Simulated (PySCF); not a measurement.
C₃H₇BF₂O₃

Input

```
{"job": {"kind": "nmr", "xc": "PBE0", "basis": "pcSseg-1"}, "charge": 0, "multiplicity": 1}
C      1.681989    -1.753019     0.101307
O      0.352780    -1.320847    -0.059023
B      0.024219    -0.008846    -0.101930
O      0.965917     0.956045    -0.048206
C      0.671577     2.330738    -0.080273
O     -1.307158     0.340823    -0.229386
C     -2.297577    -0.584883    -0.214028
F     -3.331809    -0.096299    -0.908456
F     -2.715569    -0.780054     1.050235
H      2.401250    -0.961478    -0.156618
H      1.851984    -2.623673    -0.548513
H      1.855231    -2.061066     1.144880
H     -0.381577     2.519162    -0.335063
H      0.884703     2.778725     0.903306
H      1.316816     2.817208    -0.826960
H     -1.987790    -1.554068    -0.637767
```

Launched as:

```sh
OMP_NUM_THREADS=1 python probes_run.py task.json out
```

Geometry: PBE0-D3(BJ)/def2-SVP.

Theory: PBE0/pcSseg-1, SCF density, gas phase, non-relativistic in PySCF.

Predict the electron density and electron localisation function between the atoms.

B–O (1.35 Å): the density is about 2.2 e/Å³ at the midpoint; the ELF peaks at about 0.90 between the atoms: a polar covalent bond.
C–O (1.36 Å): ρ at the midpoint is about 2.4 e/Å³, with its minimum of 2.1 e/Å³ about 0.5 Å from C; the ELF peaks at about 0.90 between the atoms, as expected for a shared but strongly polarised pair.
C–H (1.10 Å): ρ at the midpoint is about 2 e/Å³; the ELF climbs to about 1 towards the hydrogen, as it does in any bond to H (a covalent bond by its length).
C–O (1.41 Å): ρ is about 2 e/Å³ halfway, with its minimum of 1.7 e/Å³ about 0.5 Å from C; the ELF peaks at about 0.90 between the atoms; a shared but strongly polarised pair.

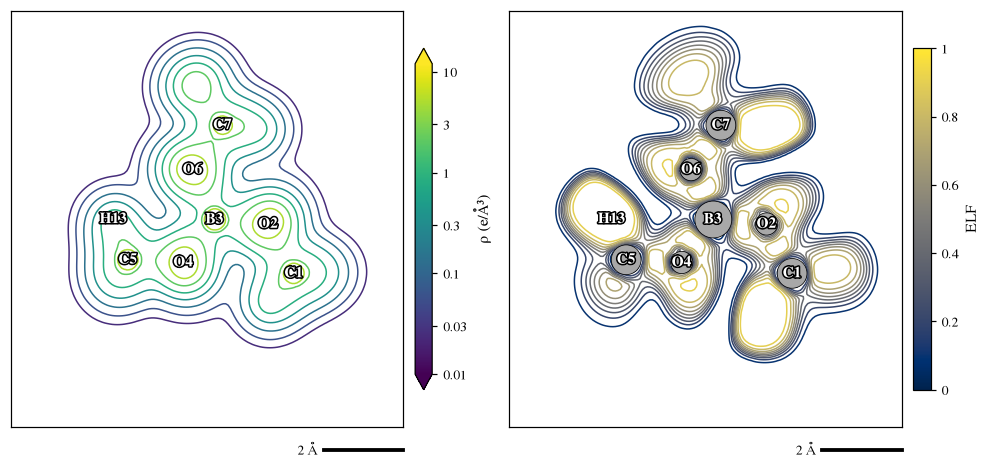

Computed electron density and electron localisation function on the plane of atoms O2, B3 and O6, in this order. Grey discs cover the atomic cores in the ELF map. 
